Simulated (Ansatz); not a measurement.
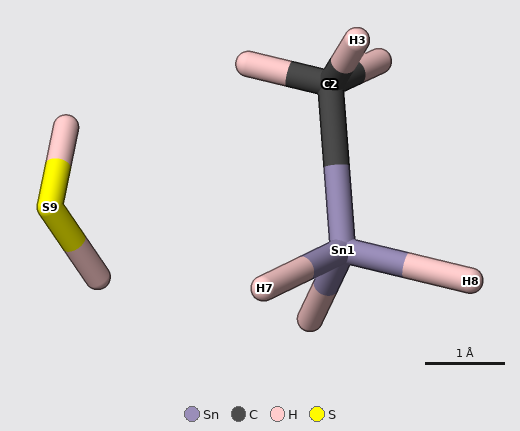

Fig. 1: The input geometry (stick view, seen at a tilt; atoms are numbered from 1 in the order of the input). Sticks mark near contacts. Bond lengths as drawn: C–H 1.09 Å, C–Sn 2.15 Å, H–S 1.34 Å and H–Sn 1.71 Å.

# CH8SSn: nudged elastic band

The run: nudged elastic band of CH8SSn. Method and program: RKS BHLYP-D4/def2-SVP (Ansatz 0.2.0).

It belongs to a series of runs on one base structure; here: band between the two ends. Figures and captions count atoms from 1; the log counts them from 0 in places.

**Log**
```
Engine: ansatz 0.2.0, aarch64-unknown-linux-gnu
Functional definition: BHLYP
  parameter a = 0.5
  exchange = (1 - a)*b88_x + a*exact_x
  correlation = lyp_c
1146 factors; integrals over basis functions are off by at most 3.3e-4 eV
mean field evaluation 1: about -17823.1451 eV, gradient 3.5e1 eV
mean field evaluation 2: about -17823.6040 eV, gradient 3.1e1 eV
mean field evaluation 4: about -17826.2732 eV, gradient 6.4e-1 eV
mean field evaluation 8: about -17826.3142 eV, gradient 1.7e-2 eV
mean field -17826.31416634 eV, -655.1049625031 hartree, gradient 4.5e-5 eV, S^2 0.000000; 0 other end points of the search recorded, 0 dependent functions left out
the calculation of the forces begins
reference -17826.31435770 eV, -655.1049695355 hartree; 26, 26 occupied and 72, 72 virtual orbitals, 1146 factors
1146 factors; integrals over basis functions are off by at most 9.5e-4 eV
mean field evaluation 16: about -17824.3644 eV, gradient 3.3e1 eV
mean field -17827.18593804 eV, -655.1369995222 hartree, gradient 3.0e-5 eV, S^2 0.000000; 0 other end points of the search recorded, 0 dependent functions left out
[... from here on the field's lines of each further geometry are left out, up to the last ...]
NEB iter   1: max|band force component| = 1.005e1 eV/Å  barrier→ = 4.1421 eV  barrier← = 5.0032 eV  Δτ_max = 0.2000 Å  (218 SCF iters)
NEB iter   2: max|band force component| = 3.150e0 eV/Å  barrier→ = 2.6629 eV  barrier← = 3.5240 eV  Δτ_max = 0.2000 Å  (197 SCF iters)
NEB iter   3: max|band force component| = 1.265e0 eV/Å  barrier→ = 2.1361 eV  barrier← = 2.9973 eV  Δτ_max = 0.2000 Å  (195 SCF iters)
NEB iter   4: max|band force component| = 1.714e0 eV/Å  barrier→ = 1.9424 eV  barrier← = 2.8035 eV  Δτ_max = 0.1001 Å  (198 SCF iters)
NEB iter   5: max|band force component| = 2.085e0 eV/Å  barrier→ = 1.9479 eV  barrier← = 2.8090 eV  Δτ_max = 0.0503 Å  (202 SCF iters)
NEB iter   6: max|band force component| = 6.361e-1 eV/Å  barrier→ = 1.8087 eV  barrier← = 2.6699 eV  Δτ_max = 0.1001 Å  (207 SCF iters)
NEB iter   7: max|band force component| = 1.146e0 eV/Å  barrier→ = 1.6922 eV  barrier← = 2.5533 eV  CI = image 4  Δτ_max = 0.2000 Å  (201 SCF iters)
NEB iter   8: max|band force component| = 1.057e0 eV/Å  barrier→ = 2.1075 eV  barrier← = 2.9687 eV  CI = image 4  Δτ_max = 0.2000 Å  (202 SCF iters)
NEB iter   9: max|band force component| = 6.850e-1 eV/Å  barrier→ = 2.2496 eV  barrier← = 3.1108 eV  CI = image 4  Δτ_max = 0.1215 Å  (199 SCF iters)
NEB iter  10: max|band force component| = 4.094e-1 eV/Å  barrier→ = 2.1955 eV  barrier← = 3.0567 eV  CI = image 4  Δτ_max = 0.0993 Å  (205 SCF iters)
NEB iter  11: max|band force component| = 2.810e-1 eV/Å  barrier→ = 2.1660 eV  barrier← = 3.0271 eV  CI = image 4  Δτ_max = 0.0482 Å  (204 SCF iters)
NEB iter  12: max|band force component| = 1.638e-1 eV/Å  barrier→ = 2.1608 eV  barrier← = 3.0219 eV  CI = image 4  Δτ_max = 0.0214 Å  (204 SCF iters)
NEB iter  13: max|band force component| = 1.122e-1 eV/Å  barrier→ = 2.1578 eV  barrier← = 3.0189 eV  CI = image 4  Δτ_max = 0.0339 Å  (178 SCF iters)
NEB iter  14: max|band force component| = 7.296e-2 eV/Å  barrier→ = 2.1553 eV  barrier← = 3.0164 eV  CI = image 4  Δτ_max = 0.0336 Å  (204 SCF iters)
NEB iter  15: max|band force component| = 7.419e-2 eV/Å  barrier→ = 2.1545 eV  barrier← = 3.0156 eV  CI = image 4  Δτ_max = 0.0168 Å  (181 SCF iters)
NEB iter  16: max|band force component| = 5.139e-2 eV/Å  barrier→ = 2.1542 eV  barrier← = 3.0153 eV  CI = image 4  Δτ_max = 0.0168 Å  (159 SCF iters)
NEB iter  17: max|band force component| = 5.816e-2 eV/Å  barrier→ = 2.1542 eV  barrier← = 3.0153 eV  CI = image 4  Δτ_max = 0.0084 Å  (159 SCF iters)
NEB iter  18: max|band force component| = 5.741e-2 eV/Å  barrier→ = 2.1539 eV  barrier← = 3.0150 eV  CI = image 4  Δτ_max = 0.0084 Å  (158 SCF iters)
the calculation of the forces begins
reference -17827.11509549 eV, -655.1343961068 hartree; 26, 26 occupied and 72, 72 virtual orbitals, 1146 factors
1147 factors; integrals over basis functions are off by at most 8.9e-4 eV
mean field -17824.09909632 eV, -655.0235601815 hartree, gradient 2.1e-5 eV, S^2 0.000000; 1 other end points of the search recorded, 0 dependent functions left out
the calculation of the forces begins
reference -17824.09928000 eV, -655.0235669317 hartree; 26, 26 occupied and 72, 72 virtual orbitals, 1147 factors
NEB iter  19: max|band force component| = 4.544e-2 eV/Å  barrier→ = 2.1538 eV  barrier← = 3.0149 eV  CI = image 4  Δτ_max = 0.0000 Å  (323 SCF iters)
```

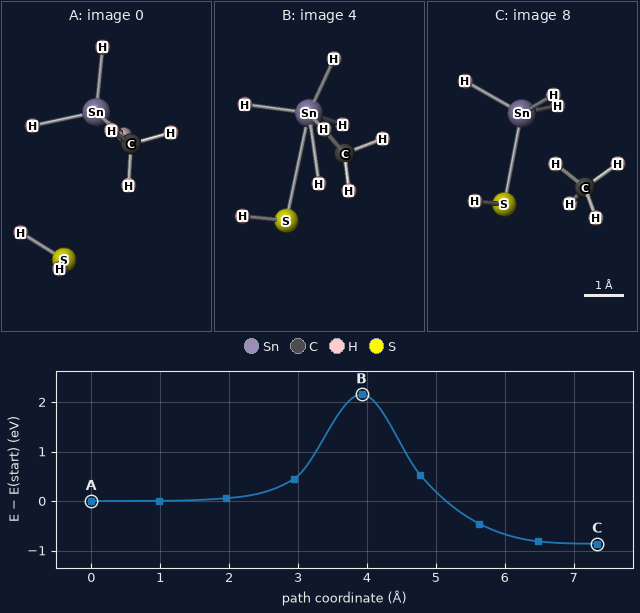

Fig. 2: Images of the last band (counted from 0; ball-and-stick, seen at a tilt) above the energy along the path; the line is a cubic interpolation that uses the forces. The highest image is number 4, 2.154 eV above the start and 3.015 eV above the end (the climbing image); the end lies 0.861 eV below the start. The path is 7.34 Å long. The band converged in 19 iterations.

```
Total energy: -17824.40949854 eV, -655.0349672526 hartree
Atom 0 at     0.192358     0.145932     0.036553 Å, force     0.000703     0.003677    -0.000015 eV/Å
Atom 1 at    -0.008807     0.055979     2.454311 Å, force     0.014834     0.022131    -0.010620 eV/Å
Atom 2 at    -1.093677    -0.066774     2.424844 Å, force    -0.002282    -0.007298    -0.000814 eV/Å
Atom 3 at     0.483643    -0.914265     2.546632 Å, force    -0.008286    -0.011105     0.007598 eV/Å
Atom 4 at     0.220649     0.622691     3.364256 Å, force     0.005320    -0.004760    -0.006139 eV/Å
Atom 5 at     1.720623    -0.195917    -0.618030 Å, force    -0.002228     0.001145     0.003954 eV/Å
Atom 6 at    -0.864395     1.253177    -0.690566 Å, force     0.001689    -0.001056    -0.000593 eV/Å
Atom 7 at    -0.637514    -1.369002     0.124260 Å, force    -0.002994    -0.005128     0.000115 eV/Å
Atom 8 at     1.439292     2.484661     1.176179 Å, force    -0.012446     0.014308    -0.003834 eV/Å
Atom 9 at     2.642353     1.906937     1.315891 Å, force     0.015694    -0.007493     0.001478 eV/Å
Atom 10 at     0.628772     1.137981     1.902970 Å, force    -0.010005    -0.004422     0.008870 eV/Å
Dipole moment:    -0.157060    -0.579875     0.028184 e Å
this run last wrote the band of iteration 19 to [file]
```

**The last band as extended XYZ (Å, eV, eV/Å)**
```
11
Properties=species:S:1:pos:R:3:forces:R:3 image=0 energy=-17826.56309
Sn   -0.1243   -0.2781    0.1563    0.0010  -0.0004   0.0005
C    -0.3710   -0.3367    2.2912   -0.0002   0.0015   0.0002
H    -1.4271   -0.4490    2.5434   -0.0012   0.0009  -0.0005
H     0.1829   -1.1783    2.7115   -0.0005  -0.0009   0.0000
H     0.0027    0.5930    2.7210   -0.0010  -0.0022   0.0002
H     1.5359   -0.2164   -0.2533   -0.0004  -0.0003   0.0014
H    -0.9208    1.0699   -0.5214    0.0015   0.0007   0.0004
H    -0.7814   -1.7020   -0.5337    0.0012  -0.0001   0.0002
S     1.7786    2.9340    1.4925    0.0001  -0.0006   0.0026
H     2.6207    2.1801    0.7725   -0.0025   0.0022  -0.0019
H     2.2270    2.4450    2.6572    0.0020  -0.0008  -0.0032
11
Properties=species:S:1:pos:R:3:forces:R:3 image=1 energy=-17826.55954
Sn   -0.1711   -0.2791    0.1131   -0.0006  -0.0005   0.0008
C    -0.2612   -0.3573    2.2613   -0.0006  -0.0009  -0.0026
H    -1.3003   -0.4124    2.5913   -0.0007   0.0004   0.0004
H     0.2715   -1.2367    2.6285   -0.0004  -0.0007   0.0002
H     0.1981    0.5405    2.6756   -0.0006  -0.0006   0.0000
H     1.4532   -0.2510   -0.4186   -0.0002  -0.0003   0.0001
H    -0.9984    1.0853   -0.4894   -0.0005  -0.0011  -0.0003
H    -0.9102   -1.6871   -0.5271    0.0001  -0.0009  -0.0007
S     1.8470    2.8528    1.2888    0.0015  -0.0020   0.0016
H     2.8416    1.9546    1.2878   -0.0014   0.0022  -0.0014
H     1.7530    2.8519    2.6257    0.0035   0.0046   0.0021
11
Properties=species:S:1:pos:R:3:forces:R:3 image=2 energy=-17826.50631
Sn   -0.0751   -0.1988    0.1572   -0.0138  -0.0224  -0.0010
C    -0.1826   -0.2971    2.3101   -0.0092  -0.0220   0.0014
H    -1.2303   -0.3254    2.6152   -0.0089  -0.0136   0.0097
H     0.3051   -1.2113    2.6537   -0.0095  -0.0169   0.0066
H     0.2958    0.5519    2.7992    0.0023  -0.0055  -0.0356
H     1.5425   -0.2384   -0.3855   -0.0079  -0.0117   0.0155
H    -0.8712    1.1804   -0.4498   -0.0058  -0.0120   0.0127
H    -0.8724   -1.5975   -0.4257   -0.0104  -0.0155  -0.0366
S     1.8603    2.8938    1.2281    0.0327   0.0303  -0.0191
H     2.8263    1.9717    1.3403    0.0084   0.0100   0.0022
H     1.1249    2.3322    2.1944    0.0220   0.0795   0.0443
11
Properties=species:S:1:pos:R:3:forces:R:3 image=3 energy=-17826.11530
Sn    0.0506   -0.0452    0.1640   -0.1321  -0.1950   0.1277
C    -0.1069   -0.1284    2.3513   -0.0871  -0.1678  -0.0988
H    -1.1795   -0.2227    2.5235   -0.0799  -0.1530   0.0980
H     0.3802   -1.0662    2.6211   -0.0871  -0.1316   0.0841
H     0.2582    0.6314    3.0488    0.0382   0.0278  -0.3002
H     1.6311   -0.1664   -0.4793   -0.0787   0.0216   0.1379
H    -0.8190    1.2250   -0.5734    0.0358  -0.0574   0.1037
H    -0.7534   -1.5204   -0.1279   -0.0927  -0.1631  -0.2217
S     1.6217    2.6957    1.3057    0.1563   0.2090   0.1017
H     2.7307    1.9445    1.3144    0.0706   0.0573  -0.0151
H     0.9096    1.7142    1.8892    0.2567   0.5522  -0.0173
11
Properties=species:S:1:pos:R:3:forces:R:3 image=4 energy=-17824.40932
Sn    0.1924    0.1459    0.0366    0.0007   0.0037   0.0000
C    -0.0088    0.0560    2.4543    0.0148   0.0221  -0.0106
H    -1.0937   -0.0668    2.4248   -0.0023  -0.0073  -0.0008
H     0.4836   -0.9143    2.5466   -0.0083  -0.0111   0.0076
H     0.2206    0.6227    3.3643    0.0053  -0.0048  -0.0061
H     1.7206   -0.1959   -0.6180   -0.0022   0.0011   0.0040
H    -0.8644    1.2532   -0.6906    0.0017  -0.0011  -0.0006
H    -0.6375   -1.3690    0.1243   -0.0030  -0.0051   0.0001
S     1.4393    2.4847    1.1762   -0.0124   0.0143  -0.0038
H     2.6424    1.9069    1.3159    0.0157  -0.0075   0.0015
H     0.6288    1.1380    1.9030   -0.0100  -0.0044   0.0089
11
Properties=species:S:1:pos:R:3:forces:R:3 image=5 energy=-17826.04181
Sn    0.3279    0.3312   -0.1690    0.3007   0.3971  -0.4304
C    -0.0097    0.0908    2.7033    0.0112   0.0884   0.4751
H    -1.0745   -0.0203    2.4957    0.0220   0.0384   0.1102
H     0.4956   -0.8714    2.6105    0.0043   0.0456   0.1228
H     0.1548    0.5327    3.6773   -0.1725  -0.2488   0.6465
H     1.7468   -0.2557   -0.8694    0.0930  -0.0683  -0.5006
H    -0.8822    1.2606   -0.8970   -0.0128   0.0369  -0.4286
H    -0.5128   -1.1314    0.2823    0.2986   0.4984   0.2684
S     1.4318    2.4108    0.8710   -0.0420  -0.1382  -0.5713
H     2.5939    1.8493    1.2494   -0.1141  -0.0911  -0.0680
H     0.4516    0.8647    2.0830   -0.3885  -0.5585   0.3757
11
Properties=species:S:1:pos:R:3:forces:R:3 image=6 energy=-17827.02045
Sn    0.4032    0.4203   -0.3985    0.0751   0.0756  -0.1994
C    -0.0338    0.0771    2.9276   -0.0266  -0.0361   0.1714
H    -1.0872   -0.0313    2.6647   -0.0195  -0.0224   0.1441
H     0.4784   -0.8728    2.7643   -0.0166  -0.0052   0.1315
H     0.0783    0.4064    3.9571   -0.0931  -0.1249   0.2448
H     1.7039   -0.2693   -1.2412   -0.0197   0.0082  -0.3064
H    -0.8370    1.2333   -1.2223    0.0557  -0.0205  -0.2906
H    -0.3494   -0.8747    0.4277    0.1518   0.2260   0.1060
S     1.4280    2.3687    0.6950   -0.0093  -0.0265  -0.1324
H     2.5302    1.7597    1.1613   -0.0590  -0.0652  -0.0494
H     0.4086    0.8440    2.3015   -0.0388  -0.0091   0.1804
11
Properties=species:S:1:pos:R:3:forces:R:3 image=7 energy=-17827.37683
Sn    0.4564    0.4739   -0.6357    0.0158   0.0084  -0.0577
C    -0.0725    0.0633    3.1610   -0.0101  -0.0263   0.0452
H    -1.1150   -0.0641    2.8639   -0.0082  -0.0009   0.0408
H     0.4719   -0.8596    2.9521    0.0041   0.0058   0.0344
H    -0.0176    0.2886    4.2263   -0.0214  -0.0169   0.0502
H     1.6502   -0.2403   -1.6175   -0.0109   0.0108  -0.0659
H    -0.7963    1.2037   -1.5223    0.0155  -0.0091  -0.0647
H    -0.1747   -0.6952    0.4267    0.0306   0.0394  -0.0044
S     1.4712    2.3544    0.5307    0.0011  -0.0004  -0.0242
H     2.4855    1.6522    1.0582   -0.0069  -0.0203  -0.0156
H     0.3642    0.8846    2.5938   -0.0095   0.0097   0.0619
11
Properties=species:S:1:pos:R:3:forces:R:3 image=8 energy=-17827.42422
Sn    0.4758    0.5222   -0.8886    0.0129  -0.0052   0.0060
C    -0.0768    0.0563    3.4057   -0.0008   0.0082   0.0033
H    -1.0938   -0.2154    3.1169    0.0043   0.0030   0.0022
H     0.5890   -0.7876    3.2137    0.0009   0.0020   0.0001
H    -0.0545    0.3003    4.4695   -0.0011  -0.0034  -0.0092
H     1.6678   -0.2020   -1.8686   -0.0090  -0.0006  -0.0071
H    -0.7105    1.3028   -1.8237    0.0041  -0.0002  -0.0009
H    -0.2135   -0.6311    0.1576   -0.0038  -0.0014  -0.0008
S     1.4995    2.2996    0.4158    0.0004   0.0037   0.0059
H     2.3918    1.4961    1.0149   -0.0045   0.0032  -0.0033
H     0.2484    0.9203    2.8240   -0.0035  -0.0094   0.0038
```

This output came from the following input.

**Input**
```yaml
crystal:
  periodic: [false, false, false]
  atoms:
    - { symbol: Sn, position_ang: [-0.124269, -0.278108, 0.156316] }
    - { symbol: C, position_ang: [-0.371044, -0.336728, 2.291211] }
    - { symbol: H, position_ang: [-1.427093, -0.449025, 2.543439] }
    - { symbol: H, position_ang: [0.182919, -1.178323, 2.711505] }
    - { symbol: H, position_ang: [0.002729, 0.592994, 2.721041] }
    - { symbol: H, position_ang: [1.535914, -0.216396, -0.25331] }
    - { symbol: H, position_ang: [-0.920808, 1.069941, -0.521425] }
    - { symbol: H, position_ang: [-0.781417, -1.702038, -0.533726] }
    - { symbol: S, position_ang: [1.778648, 2.934008, 1.492506] }
    - { symbol: H, position_ang: [2.620696, 2.18011, 0.772547] }
    - { symbol: H, position_ang: [2.227022, 2.444966, 2.657196] }
basis:
  gaussian: { orbitals: def2-SVP }
hamiltonian:
  xc: { name: BHLYP }
  dispersion: d4
neb:
  order_check: false
  images: 7
  f_tol: 0.05
  max_iterations: 57
  final_atoms:
    - { symbol: Sn, position_ang: [0.47582033, 0.52221345, -0.88858552] }
    - { symbol: C, position_ang: [-0.07676531, 0.05625754, 3.40571989] }
    - { symbol: H, position_ang: [-1.09380792, -0.21536969, 3.11692965] }
    - { symbol: H, position_ang: [0.58897326, -0.78758471, 3.21374074] }
    - { symbol: H, position_ang: [-0.05447749, 0.30027397, 4.46950382] }
    - { symbol: H, position_ang: [1.667841, -0.20201589, -1.86860086] }
    - { symbol: H, position_ang: [-0.71054539, 1.30280928, -1.8236643] }
    - { symbol: H, position_ang: [-0.21349197, -0.63112222, 0.1575937] }
    - { symbol: S, position_ang: [1.49953631, 2.29960144, 0.41575979] }
    - { symbol: H, position_ang: [2.39180325, 1.49607932, 1.01494688] }
    - { symbol: H, position_ang: [0.24841093, 0.92025852, 2.82395621] }
  initial_path:
    images:
      - { positions_ang: [[-0.124269, -0.278108, 0.156316], [-0.371044, -0.336728, 2.291211], [-1.427093, -0.449025, 2.543439], [0.182919, -1.178323, 2.711505], [0.002729, 0.592994, 2.721041], [1.535914, -0.216396, -0.25331], [-0.920808, 1.069941, -0.521425], [-0.781417, -1.702038, -0.533726], [1.778648, 2.934008, 1.492506], [2.620696, 2.18011, 0.772547], [2.227022, 2.444966, 2.657196]] }
      - { positions_ang: [[-0.08633821, -0.2139349, 0.11697683], [-0.28266802, -0.24944125, 2.3429896], [-1.32548105, -0.41214932, 2.62135703], [0.32469658, -1.05525298, 2.75667691], [0.05154454, 0.70471175, 2.7555034], [1.57152083, -0.16559022, -0.32772737], [-0.88936069, 1.14803359, -0.54466791], [-0.77803195, -1.64075153, -0.54416274], [1.69095894, 2.74329636, 1.33405651], [2.58918607, 2.07444701, 0.99576297], [1.85726997, 2.1280325, 2.53053476]] }
      - { positions_ang: [[-0.04840742, -0.1497618, 0.07763767], [-0.19429205, -0.16215451, 2.3947682], [-1.22386911, -0.37527365, 2.69927506], [0.46647416, -0.93218296, 2.80184882], [0.10036008, 0.8164295, 2.78996581], [1.60712765, -0.11478445, -0.40214475], [-0.85791339, 1.22612618, -0.56791081], [-0.7746469, -1.57946506, -0.55459948], [1.60326988, 2.55258472, 1.17560702], [2.55767614, 1.96878403, 1.21897895], [1.48751795, 1.811099, 2.40387352]] }
      - { positions_ang: [[-0.01047663, -0.0855887, 0.0382985], [-0.10591607, -0.07486776, 2.4465468], [-1.12225716, -0.33839797, 2.77719308], [0.60825174, -0.80911294, 2.84702072], [0.14917562, 0.92814726, 2.82442821], [1.64273448, -0.06397867, -0.47656212], [-0.82646608, 1.30421877, -0.59115372], [-0.77126185, -1.51817859, -0.56503622], [1.51558083, 2.36187308, 1.01715753], [2.52616621, 1.86312104, 1.44219492], [1.11776592, 1.49416549, 2.27721228]] }
      - { positions_ang: [[0.02745417, -0.0214156, -0.00104067], [-0.0175401, 0.01241898, 2.4983254], [-1.02064521, -0.3015223, 2.85511111], [0.75002932, -0.68604292, 2.89219263], [0.19799116, 1.03986501, 2.85889062], [1.6783413, -0.0131729, -0.55097949], [-0.79501878, 1.38231136, -0.61439663], [-0.7678768, -1.45689213, -0.57547296], [1.42789177, 2.17116144, 0.85870804], [2.49465627, 1.75745806, 1.6654109], [0.74801389, 1.17723199, 2.15055105]] }
      - { positions_ang: [[0.13954571, 0.11449166, -0.22292688], [-0.0323464, 0.02337862, 2.72517402], [-1.03893589, -0.27998415, 2.92056575], [0.7097653, -0.71142836, 2.97257966], [0.134874, 0.85496725, 3.26154392], [1.67571623, -0.06038365, -0.88038483], [-0.77390043, 1.36243584, -0.91671354], [-0.62928059, -1.25044965, -0.39220629], [1.44580291, 2.20327144, 0.74797097], [2.46894302, 1.69211337, 1.50279489], [0.62311315, 1.11298862, 2.31890234]] }
      - { positions_ang: [[0.25163725, 0.25039892, -0.44481309], [-0.0471527, 0.03433826, 2.95202265], [-1.05722657, -0.258446, 2.98602038], [0.66950129, -0.73681381, 3.05296668], [0.07175683, 0.67006949, 3.66419722], [1.67309115, -0.10759439, -1.20979017], [-0.75278208, 1.34256032, -1.21903046], [-0.49068438, -1.04400718, -0.20893963], [1.46371404, 2.23538144, 0.63723391], [2.44322976, 1.62676869, 1.34017889], [0.49821241, 1.04874525, 2.48725363]] }
      - { positions_ang: [[0.36372879, 0.38630619, -0.66669931], [-0.061959, 0.0452979, 3.17887127], [-1.07551724, -0.23690785, 3.05147501], [0.62923728, -0.76219926, 3.13335371], [0.00863967, 0.48517173, 4.06685052], [1.67046608, -0.15480514, -1.53919552], [-0.73166373, 1.3226848, -1.52134738], [-0.35208818, -0.8375647, -0.02567297], [1.48162518, 2.26749144, 0.52649685], [2.41751651, 1.561424, 1.17756288], [0.37331167, 0.98450188, 2.65560492]] }
      - { positions_ang: [[0.47582033, 0.52221345, -0.88858552], [-0.07676531, 0.05625754, 3.40571989], [-1.09380792, -0.21536969, 3.11692965], [0.58897326, -0.78758471, 3.21374074], [-0.05447749, 0.30027397, 4.46950382], [1.667841, -0.20201589, -1.86860086], [-0.71054539, 1.30280928, -1.8236643], [-0.21349197, -0.63112222, 0.1575937], [1.49953631, 2.29960144, 0.41575979], [2.39180325, 1.49607932, 1.01494688], [0.24841093, 0.92025852, 2.82395621]] }
```

Run as:
```bash
ansatz run input.yaml --threads 2 --pin off --max-ram 3072MiB --backend cpu --events-out ev --progress --plain --runs-dir out
```

**Summary**

```csv
quantity,value
outcome,converged
"barrier, forward",2.154 eV
"barrier, backward",3.015 eV
hardware,"2 threads of Arm Neoverse V2, 24 GiB of memory available, shared host"
wall time,5.7 min (CPU time 11 min)
peak memory,0.22 GiB
```

**Remarks**

The order of the saddle point was not checked.
